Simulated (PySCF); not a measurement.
**[BF2]+ (SMILES F[B+]F) at MP2/STO-3G**

Aim: the energy change on altering one bond length of [BF2]+ at MP2/STO-3G, from 2 runs. Input form: a Python script.

The calculation is run with PySCF 2.14.0.

7 further runs of the same task are left out: 7 set aside as unsound or not needed.

**1. The molecule**

The species is [BF2]+ (3 atoms), meant as a singlet with charge +1. SMILES: `F[B+]F`. The coordinates come from a GFN2-xTB relaxation.

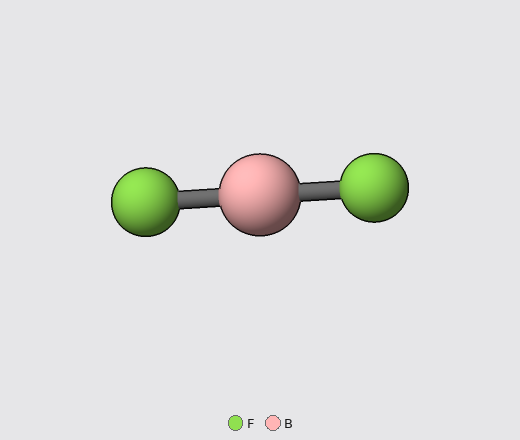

Viewed from a chosen angle; fluorine green, boron pink.

**2. A single-point energy at MP2/STO-3G**

Contents of calc.py:

```python
from pyscf import gto, scf, mp

molecule = gto.M(
    atom='F 0.327370 1.133870 0.305680; B 0.000740 -0.000320 0.000370; F -0.328120 -1.133550 -0.306050',
    basis='sto-3g',
    verbose=3,
    max_memory=1860,
    charge=1,
)

mf = scf.RHF(molecule)
mf.conv_tol = 1e-10
mf.kernel()
if not mf.converged:
    mf = mf.newton().run(mf.mo_coeff, mf.mo_occ)

pt = mp.MP2(mf, frozen=3).run()
etot = pt.e_tot
print('E = %.10f Eh' % etot)
```

Run with:

```
OMP_NUM_THREADS=1 python calc.py
```

Output:

```text
converged SCF energy = -220.272137983078
E(RMP2) = -220.378979614644  E_corr = -0.106841631566656
E(SCS-RMP2) = -220.375828402063  E_corr = -0.103690418984975
E = -220.3789796146 Eh
```

Run time: 0.77 s. Hardware: 1 thread of Intel Xeon Platinum 8488C (Sapphire Rapids), shared host; peak memory 0.12 GiB.

**3. The distorted shape, same level**

Contents of calc.py:

```python
from pyscf import gto, mp

mol = gto.M(
    atom='''
F      0.742908     2.570927     0.693441
B      0.125667     0.427619     0.116488
F     -0.620057    -2.142099    -0.578351
''',
    max_memory=1860,
    charge=1,
    unit='bohr',
    spin=0,
    basis='sto-3g',
    verbose=3,
)

mf = mol.RHF()
mf.conv_tol = 1e-10
mf.kernel()
if not mf.converged:
    mf = mf.newton().run(mf.mo_coeff, mf.mo_occ)

pt = mp.MP2(mf, frozen=3).run()
energy = pt.e_tot
print('Final energy', energy)
```

Run with:

```
OMP_NUM_THREADS=1 python calc.py
```

Output:

```text
converged SCF energy = -220.230639093382
E(RMP2) = -220.342539053777  E_corr = -0.111899960395147
E(SCS-RMP2) = -220.340480722455  E_corr = -0.109841629073004
Final energy -220.34253905377693
```

Wall time 0.64 s (1 thread of Intel Xeon Platinum 8488C (Sapphire Rapids), shared host); peak memory 0.12 GiB.

**4. What came out**

Level: MP2/STO-3G, 3 core orbitals frozen.

| quantity | value |
| --- | --- |
| first shape: total energy | -220.37898 Eh |
| first shape: HOMO energy (Hartree–Fock orbitals) | -24.98 eV |
| first shape: LUMO energy (Hartree–Fock orbitals) | -1.62 eV |
| first shape: HOMO–LUMO gap (Hartree–Fock orbitals) | 23.35 eV |
| first shape: correlation energy (3 core orbitals frozen) | -106.8 mEh |
| distorted shape: total energy | -220.34254 Eh |
| distorted shape: HOMO energy (Hartree–Fock orbitals) | -23.42 eV |
| distorted shape: LUMO energy (Hartree–Fock orbitals) | -2.66 eV |
| distorted shape: HOMO–LUMO gap (Hartree–Fock orbitals) | 20.76 eV |
| distorted shape: correlation energy (3 core orbitals frozen) | -111.9 mEh |
| energy change with the B2–F3 bond stretched from 1.219 to 1.463 Å | 0.992 eV |

With the B2–F3 bond stretched from 1.219 to 1.463 Å the energy rises by 0.99 eV (22.9 kcal/mol). The first shape isn't relaxed at this level, so the change isn't measured from a minimum. The minimal basis adds a large error of its own.
